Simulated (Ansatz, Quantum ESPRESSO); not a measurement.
**WS2 (Tungstenite): modes at Γ and the response to a field**

Aim: the zone-centre modes of WS2 (Tungstenite).

Calculated with Quantum ESPRESSO 7.5; DFT LDA, scalar-relativistic, plane waves, PseudoDojo norm-conserving pseudopotentials.

The database entry behind the starting cell differs from later determinations by our own check (an axis about 1.4 % long against later determinations), so it need not match the best structure at ambient conditions.

**1. The starting structure**

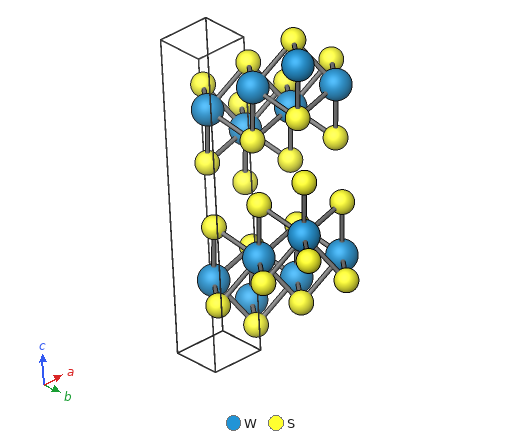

The starting structure, seen from a free direction (tungsten blue, sulfur yellow). 3×2×1 cells are drawn.

**2. A probe with smearing**

Before anything dear is run, a loose run with smearing shows whether this is a metal and how far the cell is from rest.

Input file probe.in:

```
&control
   calculation = 'scf'
   prefix = 'x'
   outdir = './tmp'
   pseudo_dir = './pseudo'
   tprnfor = .true.
   tstress = .true.
   verbosity = 'high'
/
&system
   ibrav = 4
   celldm(1) = 6.00932908
   celldm(3) = 3.93081761
   nat = 6
   ntyp = 2
   ecutwfc = 58.0
   occupations = 'smearing'
   smearing = 'gaussian'
   degauss = 0.01
/
&electrons
   conv_thr = 1.0d-07
   mixing_beta = 0.7
   electron_maxstep = 100
/
ATOMIC_SPECIES
 W     183.8400  W.upf
 S      32.0600  S.upf
ATOMIC_POSITIONS crystal
 W      0.333333330   0.666666670   0.250000000
 W      0.666666670   0.333333330   0.750000000
 S      0.333333330   0.666666670   0.625000000
 S      0.666666670   0.333333330   0.125000000
 S      0.333333330   0.666666670   0.875000000
 S      0.666666670   0.333333330   0.375000000
K_POINTS automatic
 6 6 2 0 0 0
```

Run with:

```bash
$ OMP_NUM_THREADS=1 mpirun -n 16 pw.x -nk 8 -in probe.in > probe.out
```

The log of the run:

```text
[banners, grids, parts of the stress and lines that vanish by symmetry left out]
Program PWSCF v.7.5
     Parallelization info
     --------------------
[...]
kinetic-energy cutoff     =      58.0000  Ry
     charge density cutoff     =     232.0000  Ry
     scf convergence threshold =      1.0E-07
[...]
Exchange-correlation= SLA  PW   NOGX NOGC
                           (   1   4   0   0   0   0   0)
[...]
24 Sym. Ops., with inversion, found (12 have fractional translation)
[...]
(     0          1          0      )
                  (     0          0          1      )
[...]
(  0.0000000  1.0000000  0.0000000 )
                  (  0.0000000  0.0000000  1.0000000 )
[...]
(     0         -1          0      )       (  0.0000000 )
[...]
number of k points=    14  Gaussian smearing, width (Ry)=  0.0100
[...]
c_bands:  1 eigenvalues not converged
[...]
End of self-consistent calculation
[...]
the Fermi energy is    11.4577 ev
!    total energy              =    -392.56640115 Ry
[...]
convergence has been achieved in  10 iterations
[...]
atom    1 type  1   force =    -0.00000000   -0.00000000    0.00000000
     atom    2 type  1   force =     0.00000000    0.00000000    0.00000000
     atom    3 type  2   force =     0.00000000   -0.00000000    0.01481563
     atom    4 type  2   force =    -0.00000000   -0.00000000    0.01481563
     atom    5 type  2   force =     0.00000000   -0.00000000   -0.01481563
     atom    6 type  2   force =     0.00000000    0.00000000   -0.01481563
[...]
Total force =     0.029631     Total SCF correction =     0.000498
[...]
total   stress  (Ry/bohr**3)                   (kbar)     P=      -61.09
[...]
XML data file, charge density, pseudopotentials, collected wavefunctions

   JOB DONE.
```

Elapsed: 9 s, on 16 MPI ranks of Arm Neoverse N1, shared host; 2.3 min of CPU time.

Read from the output:

```yaml
volume_per_atom: 18.24 Å³
pressure: -6.109 GPa
gap_on_the_k_mesh: 0.9756 eV
```

A gap of 0.98 eV opens on this mesh, so the crystal is taken as an insulator; the start stands at -6.1 GPa.

**3. Relaxation**

Frequencies change by per cents with a per cent of volume, so the structure is first brought to rest at this level of theory.

Input file relax.in:

```
&control
   calculation = 'vc-relax'
   prefix = 'x'
   outdir = './tmp'
   pseudo_dir = './pseudo'
   tprnfor = .true.
   tstress = .true.
   forc_conv_thr = 2.0d-05
   etot_conv_thr = 1.0d-07
   nstep = 40
/
&system
   ibrav = 4
   celldm(1) = 6.00932908
   celldm(3) = 3.93081761
   nat = 6
   ntyp = 2
   ecutwfc = 58.0
   occupations = 'fixed'
   nbnd = 28
/
&electrons
   conv_thr = 1.0d-11
   mixing_beta = 0.7
   electron_maxstep = 100
/
&ions
/
&cell
   press_conv_thr = 0.2
/
ATOMIC_SPECIES
 W     183.8400  W.upf
 S      32.0600  S.upf
ATOMIC_POSITIONS crystal
 W      0.333333330   0.666666670   0.250000000
 W      0.666666670   0.333333330   0.750000000
 S      0.333333330   0.666666670   0.625000000
 S      0.666666670   0.333333330   0.125000000
 S      0.333333330   0.666666670   0.875000000
 S      0.666666670   0.333333330   0.375000000
K_POINTS automatic
 9 9 2 0 0 0
```

Run with:

```bash
$ OMP_NUM_THREADS=1 mpirun -n 16 pw.x -nk 16 -in relax.in > relax.out
```

The log of the run:

```text
[banners, grids, parts of the stress and lines that vanish by symmetry left out]
[banner, memory and clock lines left out]
Program PWSCF v.7.5

[...]
kinetic-energy cutoff     =      58.0000  Ry
     charge density cutoff     =     232.0000  Ry
     scf convergence threshold =      1.0E-11
[...]
energy convergence thresh.=      1.0E-07
     force convergence thresh. =      2.0E-05
     press convergence thresh. =      2.0E-01
     Exchange-correlation= SLA  PW   NOGX NOGC
                           (   1   4   0   0   0   0   0)
[...]
24 Sym. Ops., with inversion, found (12 have fractional translation)
[...]
number of k points=    24
[...]
c_bands:  1 eigenvalues not converged
[...]
c_bands:  1 eigenvalues not converged
[...]
End of self-consistent calculation
[...]
highest occupied, lowest unoccupied level (ev):    10.9870   12.0603
!    total energy              =    -392.56666390 Ry
[...]
convergence has been achieved in  14 iterations
[...]
atom    1 type  1   force =     0.00000000   -0.00000000    0.00000000
     atom    2 type  1   force =    -0.00000000   -0.00000000   -0.00000000
     atom    3 type  2   force =     0.00000000    0.00000000    0.01495655
     atom    4 type  2   force =     0.00000000   -0.00000000    0.01495655
     atom    5 type  2   force =     0.00000000    0.00000000   -0.01495655
     atom    6 type  2   force =    -0.00000000   -0.00000000   -0.01495655
     Total force =     0.029913     Total SCF correction =     0.000005
[...]
total   stress  (Ry/bohr**3)                   (kbar)     P=      -61.26
[...]
number of bfgs steps    =   0
[...]
CELL_PARAMETERS (alat=  6.00932908)
[...]
ATOMIC_POSITIONS (crystal)
W                0.3333333300        0.6666666700        0.2500000000
W                0.6666666700        0.3333333300        0.7500000000
S                0.3333333300        0.6666666700        0.6256331734
S                0.6666666700        0.3333333300        0.1256331734
[...]
New effective cutoffs (rho, wfc):  237.30   59.35
[...]
End of self-consistent calculation
[...]
highest occupied, lowest unoccupied level (ev):    11.5358   12.6013
!    total energy              =    -392.57207059 Ry
[...]
convergence has been achieved in  17 iterations
[...]
atom    1 type  1   force =     0.00000000    0.00000000   -0.00000000
     atom    2 type  1   force =     0.00000000    0.00000000   -0.00000000
     atom    3 type  2   force =     0.00000000   -0.00000000   -0.01161640
     atom    4 type  2   force =    -0.00000000    0.00000000   -0.01161640
     atom    5 type  2   force =     0.00000000   -0.00000000    0.01161640
     atom    6 type  2   force =    -0.00000000    0.00000000    0.01161640
     Total force =     0.023233     Total SCF correction =     0.000004
[...]
total   stress  (Ry/bohr**3)                   (kbar)     P=       -2.01
[...]
number of bfgs steps    =   1
[...]
CELL_PARAMETERS (alat=  6.00932908)
[...]
ATOMIC_POSITIONS (crystal)
[...]
New effective cutoffs (rho, wfc):  238.63   59.69
[...]
End of self-consistent calculation
[...]
highest occupied, lowest unoccupied level (ev):    11.5524   12.6312
!    total energy              =    -392.57280476 Ry
[...]
convergence has been achieved in  12 iterations
[...]
number of bfgs steps    =   8
[...]
highest occupied, lowest unoccupied level (ev):    12.1708   13.1157
!    total energy              =    -392.57394562 Ry
[...]
convergence has been achieved in  13 iterations
[...]
Total force =     0.002429     Total SCF correction =     0.000004
[...]
total   stress  (Ry/bohr**3)                   (kbar)     P=        0.42
[...]
number of bfgs steps    =   9
[...]
highest occupied, lowest unoccupied level (ev):    12.1501   13.0976
!    total energy              =    -392.57395942 Ry
[...]
convergence has been achieved in  10 iterations
[...]
Total force =     0.001497     Total SCF correction =     0.000002
[...]
total   stress  (Ry/bohr**3)                   (kbar)     P=       -0.04
[...]
number of bfgs steps    =  10
[...]
New effective cutoffs (rho, wfc):  245.75   61.58
[...]
highest occupied, lowest unoccupied level (ev):    12.1360   13.0851
!    total energy              =    -392.57396483 Ry
[...]
convergence has been achieved in  10 iterations
[...]
Total force =     0.000020     Total SCF correction =     0.000002
[...]
total   stress  (Ry/bohr**3)                   (kbar)     P=        0.02
[...]
number of bfgs steps    =  11
[...]
CELL_PARAMETERS (alat=  6.00932908)
[...]
ATOMIC_POSITIONS (crystal)
[...]
New effective cutoffs (rho, wfc):  245.74   61.58
[...]
End of self-consistent calculation
[...]
highest occupied, lowest unoccupied level (ev):    12.1353   13.0846
!    total energy              =    -392.57396483 Ry
[...]
convergence has been achieved in   7 iterations
[...]
atom    5 type  2   force =     0.00000000    0.00000000    0.00000018
     atom    6 type  2   force =     0.00000000   -0.00000000    0.00000018
     Total force =     0.000000     Total SCF correction =     0.000000
[...]
total   stress  (Ry/bohr**3)                   (kbar)     P=       -0.00
[...]
bfgs converged in  13 scf cycles and  12 bfgs steps
[...]
End of BFGS Geometry Optimization
     Final enthalpy           =    -392.5739648323 Ry
     File ./tmp/x.bfgs deleted, as requested
[...]
CELL_PARAMETERS (alat=  6.00932908)
[...]
ATOMIC_POSITIONS (crystal)
[...]
S                0.3333333300        0.6666666700        0.8787517689
S                0.6666666700        0.3333333300        0.3787517689
[...]
Final scf calculation at the relaxed structure.
[...]
kinetic-energy cutoff     =      58.0000  Ry
     charge density cutoff     =     232.0000  Ry
     scf convergence threshold =      1.0E-13
[...]
press convergence thresh. =      2.0E-01
     Exchange-correlation= SLA  PW   NOGX NOGC
                           (   1   4   0   0   0   0   0)
[...]
24 Sym. Ops., with inversion, found (12 have fractional translation)
[...]
number of k points=    24
[...]
c_bands:  1 eigenvalues not converged
     c_bands:  2 eigenvalues not converged
[...]
End of self-consistent calculation
[...]
highest occupied, lowest unoccupied level (ev):    12.1354   13.0845
!    total energy              =    -392.57336027 Ry
[...]
convergence has been achieved in  22 iterations
[...]
atom    1 type  1   force =     0.00000000    0.00000000    0.00000000
     atom    2 type  1   force =    -0.00000000   -0.00000000   -0.00000000
     atom    3 type  2   force =     0.00000000    0.00000000   -0.00001553
     atom    4 type  2   force =    -0.00000000   -0.00000000   -0.00001553
     atom    5 type  2   force =     0.00000000    0.00000000    0.00001553
     atom    6 type  2   force =    -0.00000000   -0.00000000    0.00001553
     Total force =     0.000031     Total SCF correction =     0.000000
[...]
total   stress  (Ry/bohr**3)                   (kbar)     P=       -1.27
[...]
XML data file, charge density, pseudopotentials, collected wavefunctions
```

Elapsed: 3.8 min, on 16 MPI ranks.

Relaxation path:

| step | energy less that of the first step (eV) | largest force (eV/Å) | pressure (GPa) | volume (Å³) |
| --- | --- | --- | --- | --- |
| 1 | 0.0000 | 0.3845 | -6.13 | 109.47 |
| 2 | -0.0736 | 0.2987 | -0.20 | 106.09 |
| 3 | -0.0836 | 0.1921 | -0.19 | 105.68 |
| 4 | -0.0887 | 0.0805 | -0.13 | 105.16 |
| 5 | -0.0897 | 0.0439 | -0.13 | 104.91 |
| 6 | -0.0911 | 0.0129 | -0.11 | 104.57 |
| 7 | -0.0927 | 0.0084 | -0.10 | 104.19 |
| 8 | -0.0949 | 0.0247 | -0.07 | 103.71 |
| 9 | -0.0974 | 0.0350 | -0.03 | 103.07 |
| 10 | -0.0991 | 0.0312 | 0.04 | 102.24 |
| 11 | -0.0993 | 0.0192 | 0.00 | 102.38 |
| 12 | -0.0993 | 0.0003 | 0.00 | 102.49 |
| 13 | -0.0993 | 0.0000 | 0.00 | 102.49 |
| 14 | -0.0911 | 0.0004 | -0.13 | 102.49 |

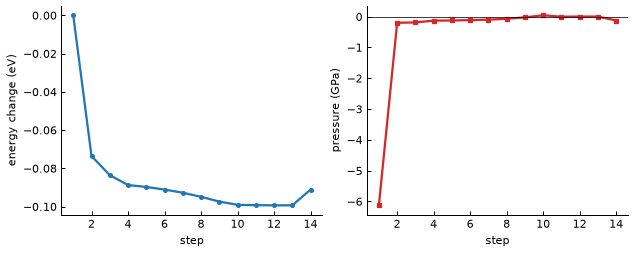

Energy and pressure along the relaxation.

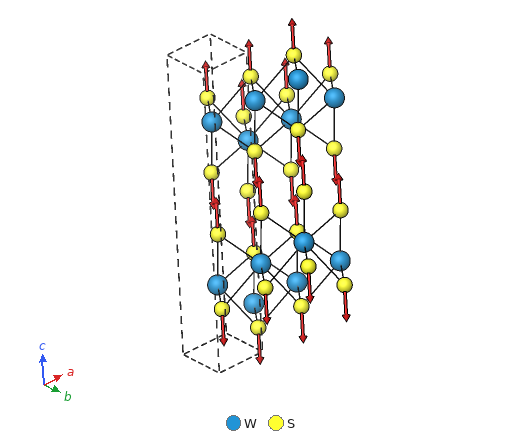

Displacements in the relaxation, exaggerated, measured against the changing cell; the longest in the cell stands for 0.05 Å. 3×2×1 cells are drawn.

| conventional cell, symmetrised | before | after | change |
| --- | --- | --- | --- |
| a (Å) | 3.180 | 3.124 | -1.8 % |
| b (Å) | 3.180 | 3.124 | -1.8 % |
| c (Å) | 12.500 | 12.127 | -3.0 % |
| volume (Å³/atom) | 18.24 | 17.08 | -6.4 % |

The atoms that moved most (Å, as changes of fractional coordinates times the final cell):

| atom | dx | dy | dz | length |
| --- | --- | --- | --- | --- |
| S6 | 0.000 | 0.000 | 0.045 | 0.045 |
| S4 | 0.000 | 0.000 | -0.045 | 0.045 |
| S5 | 0.000 | 0.000 | 0.045 | 0.045 |
| S3 | 0.000 | 0.000 | -0.045 | 0.045 |

The relaxed structure:

```
W S
1.0
     3.12393    0.00000    0.00000
    -1.56196    2.70540    0.00000
     0.00000    0.00000   12.12712
W S
2 4
Direct
  0.33333 0.66667 0.25000
  0.66667 0.33333 0.75000
  0.33333 0.66667 0.62125
  0.66667 0.33333 0.12125
  0.33333 0.66667 0.87875
  0.66667 0.33333 0.37875
```

The last row of the table of steps is pw.x's closing run on a basis chosen anew for the final cell, so its energy can jump.

Numbers from this step:

* volume per atom: 17.08 Å³
* pressure: -0.1273 GPa
* gap on the k-mesh: 0.9491 eV

The volume changes by -6.4 % from the cell with which this run began.

**4. Self-consistent run for the response**

The response is built on this ground state, so it is converged far tighter than an energy would need. With a gap, occupations are fixed, which also allows the response to an electric field.

Input file scf.in:

```
&control
   calculation = 'scf'
   prefix = 'x'
   outdir = './tmp'
   pseudo_dir = './pseudo'
   tprnfor = .true.
   tstress = .true.
/
&system
   ibrav = 4
   celldm(1) = 5.9033697
   celldm(3) = 3.88201063
   nat = 6
   ntyp = 2
   ecutwfc = 58.0
   occupations = 'fixed'
   nbnd = 28
/
&electrons
   conv_thr = 1.0d-12
   mixing_beta = 0.7
   electron_maxstep = 100
/
ATOMIC_SPECIES
 W     183.8400  W.upf
 S      32.0600  S.upf
ATOMIC_POSITIONS crystal
 W      0.333333333   0.666666667   0.250000000
 W      0.666666667   0.333333333   0.750000000
 S      0.333333333   0.666666667   0.621248231
 S      0.666666667   0.333333333   0.121248231
 S      0.333333333   0.666666667   0.878751769
 S      0.666666667   0.333333333   0.378751769
K_POINTS automatic
 9 9 2 0 0 0
```

Run with:

```bash
$ OMP_NUM_THREADS=1 mpirun -n 16 pw.x -nk 16 -in scf.in > scf.out
```

The log of the run:

```text
[banners, grids, parts of the stress and lines that vanish by symmetry left out]
[banner, memory and clock lines left out]
Program PWSCF v.7.5

[...]
kinetic-energy cutoff     =      58.0000  Ry
     charge density cutoff     =     232.0000  Ry
     scf convergence threshold =      1.0E-12
[...]
Exchange-correlation= SLA  PW   NOGX NOGC
                           (   1   4   0   0   0   0   0)
[...]
24 Sym. Ops., with inversion, found (12 have fractional translation)
[...]
number of k points=    24
[...]
End of self-consistent calculation
[...]
highest occupied, lowest unoccupied level (ev):    12.1354   13.0845
!    total energy              =    -392.57336027 Ry
[...]
convergence has been achieved in  14 iterations
[...]
atom    1 type  1   force =     0.00000000   -0.00000000   -0.00000000
     atom    2 type  1   force =     0.00000000    0.00000000   -0.00000000
     atom    3 type  2   force =     0.00000000    0.00000000   -0.00001546
     atom    4 type  2   force =     0.00000000   -0.00000000   -0.00001546
     atom    5 type  2   force =     0.00000000    0.00000000    0.00001546
     atom    6 type  2   force =     0.00000000   -0.00000000    0.00001546
     Total force =     0.000031     Total SCF correction =     0.000002
[...]
total   stress  (Ry/bohr**3)                   (kbar)     P=       -1.27
[...]
XML data file, charge density, pseudopotentials, collected wavefunctions
```

It took 19 s on 16 MPI ranks; 5 min of CPU time.

The cell stands at -0.13 GPa, close enough for phonons.

(Continued in part 2 of 4.)

[Host names and launcher messages were left out of these logs when they were recorded.]

[Logs are printed without paths, hosts, clocks, repeated set-up lines and the standing remarks that a program may print on its own settings, such as how far it seeks lower states.]

[Hosts, paths, dates, database ids (printed as entryN), source tags and the programs' standing remarks are cut or masked in the printed files.]
